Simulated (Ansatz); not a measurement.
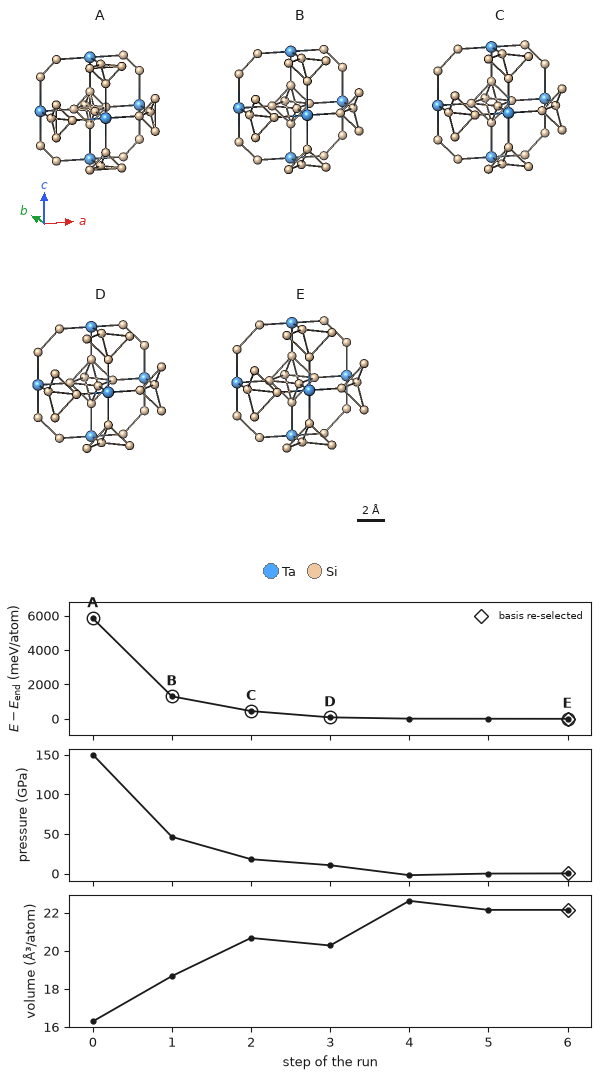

Frames of a relaxation of crystalline TaSi$_{6}$ (a generated structure, set up in Fm-3m) (coarse preliminary run), marked on the history of the run. Style: ball-and-stick. Shown: the atoms within 5.0 Å of the atom that moves most (axes of the conventional cell (4 times the calculation's cell)), slightly off an axis. Lengths and directions refer to the drawn axes.

Level of theory: Ansatz 0.2.0, DFT PBE, scalar-relativistic, plane waves, PAW. (plane-wave cutoff 420 eV; k-point mesh 4 × 4 × 4; occupations gaussian; smearing width 0.1 eV; no spin polarisation; cell and atoms relaxed; force threshold 0.04 eV/Å; at most 70 steps)

### Describe the path.

Over 5 accepted moves (6 points after the start) the energy falls by 5852 meV per atom. The largest force component goes from 43 to 0.014 eV/Å. The pressure goes from 150.39 to 0.26 GPa. The SCF was repeated once at an unchanged geometry on a basis and grid sized afresh for the cell, which shifted the energy by 4.9 meV per atom at most. The largest moves relative to the cell, 0.37 Å, are those of Si atoms. Ta stays in place. Cell: a = b = c 7.699 → 8.528 Å (+10.8 %). Volume +35.9 %. Some distances before and after: Si–Si 2.489 → 3.502 Å, Si–Si 1.760 → 2.476 Å, Si–Ta 2.605 → 2.513 Å. The space group stays Fm-3m (No. 225). Cost: 13 s on 1 thread of Arm Neoverse V2, with other jobs on the host, peak memory 0.41 GiB. From step 0 to 1: Si atoms move most (0.15 Å), volume +14.6 %, energy −4544 meV per atom. From step 1 to 2: Si atoms move most (0.06 Å), volume +10.7 %, energy −856 meV per atom. From step 2 to 3: Si atoms move most (0.12 Å), volume −1.9 %, energy −366 meV per atom. From step 3 to 6: Si atoms move most (0.04 Å), volume +9.2 %, energy −85.7 meV per atom.

```json
{"step": "0", "E − E(0), meV/atom": "0.00", "largest force component, eV/Å": "42.8315", "pressure, GPa": "150.39", "volume, Å³/atom": "16.297", "note": ""}
{"step": "1", "E − E(0), meV/atom": "-4544.24", "largest force component, eV/Å": "13.2978", "pressure, GPa": "46.45", "volume, Å³/atom": "18.678", "note": ""}
{"step": "2", "E − E(0), meV/atom": "-5400.43", "largest force component, eV/Å": "6.5955", "pressure, GPa": "18.21", "volume, Å³/atom": "20.680", "note": ""}
{"step": "3", "E − E(0), meV/atom": "-5766.55", "largest force component, eV/Å": "1.6902", "pressure, GPa": "10.62", "volume, Å³/atom": "20.284", "note": ""}
{"step": "4", "E − E(0), meV/atom": "-5842.35", "largest force component, eV/Å": "0.3756", "pressure, GPa": "-1.94", "volume, Å³/atom": "22.629", "note": ""}
{"step": "5", "E − E(0), meV/atom": "-5847.39", "largest force component, eV/Å": "0.0210", "pressure, GPa": "0.06", "volume, Å³/atom": "22.153", "note": ""}
{"step": "6", "E − E(0), meV/atom": "-5852.28", "largest force component, eV/Å": "0.0135", "pressure, GPa": "0.26", "volume, Å³/atom": "22.153", "note": "same geometry, new basis"}
```
